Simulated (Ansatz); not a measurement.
## Mg (hcp, Mg type), energy against volume

Mg (hcp, Mg type)

```
Mg
1.0
    3.17453     0.00000     0.00000
   -1.58726     2.74922     0.00000
    0.00000     0.00000     5.18496
Mg
2
Direct
  0.33333   0.66667   0.75000
  0.66667   0.33333   0.25000
```

Equation-of-state scan: isotropic scaling of the cell above, V₀ being its volume. Symmetry pins the atoms to their sites.

The numbers are results of r2SCAN (plane waves to 500 eV, PAW, scalar-relativistic; Ansatz, a program for electronic structure), not measurements. k mesh 17×17×9 (Γ-centred), Fermi-Dirac smearing 0.05 eV. E stands for the smeared free energy. Stress and pressure are positive under compression. With the shape held, the modulus is that of even scaling; a crystal free to change shape is softer. Mg was relaxed with its symmetry unable to fall. The PAW data are Ansatz's earlier set. ΔE is measured from the relaxed starting cell.

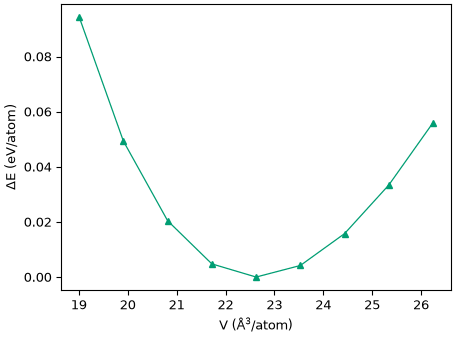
Figure. ΔE (eV/atom) against V (Å³/atom); computed points joined by lines.

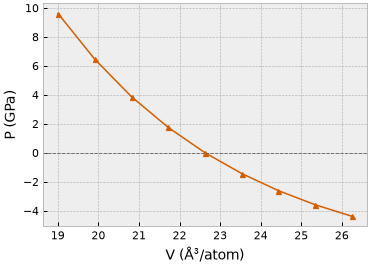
P (GPa) against V (Å³/atom); markers are the computed points, lines only join them.

The pressure for 5 % compression (fit) is 2.2 GPa. The pressure at the smallest volume is 9.6 GPa. The energy cost of the largest expansion comes out as 56 meV/atom and the energy cost of the largest compression comes out as 94 meV/atom. The pressure derivative B₀′ (fit) comes out as 3.9.

P = (3B₀/2)(x⁷ − x⁵)[1 + ¾(B₀′ − 4)(x² − 1)] with x = (1/0.95)^(1/3), B₀ = 39.5 GPa and B₀′ = 3.85.

(A scan under strain: stresses follow from slopes of the energy per volume, elastic moduli from its curvatures.)
